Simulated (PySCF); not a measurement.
Molecule: SMILES C[C](C)Cl, doublet. Atoms near the plane z = 1.0 Å, at the CAM-B3LYP/def2-SVP optimised geometry (x, y, z in Å): C1 (1.5, 0.3, 0.0), C2 (0.0, 0.3, 0.0), C3 (-0.8, -0.9, 0.5), Cl4 (-0.8, 1.8, 0.0), H5 (1.9, 0.6, 1.0), H6 (1.8, -0.7, -0.2), H8 (-1.9, -0.8, 0.1), H9 (-0.9, -0.8, 1.6), H10 (-0.4, -1.8, 0.3).

Method: unrestricted CAM-B3LYP/def2-TZVP (PySCF). The values are rescaled to run from 0 to 1.

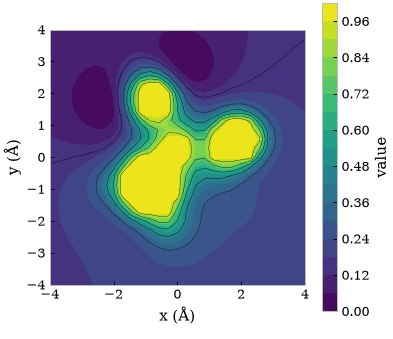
*a field on the plane z = 1.0 Å.*

Q: Which quantity is mapped?
(A) log10 of the electron density
(B) electrostatic potential
(C) deformation density (molecule minus spherical neutral atoms)
(D) Laplacian of the electron density

A: B, electrostatic potential. In full: electrostatic potential (hartree/e), clipped to [-0.08, 0.12].
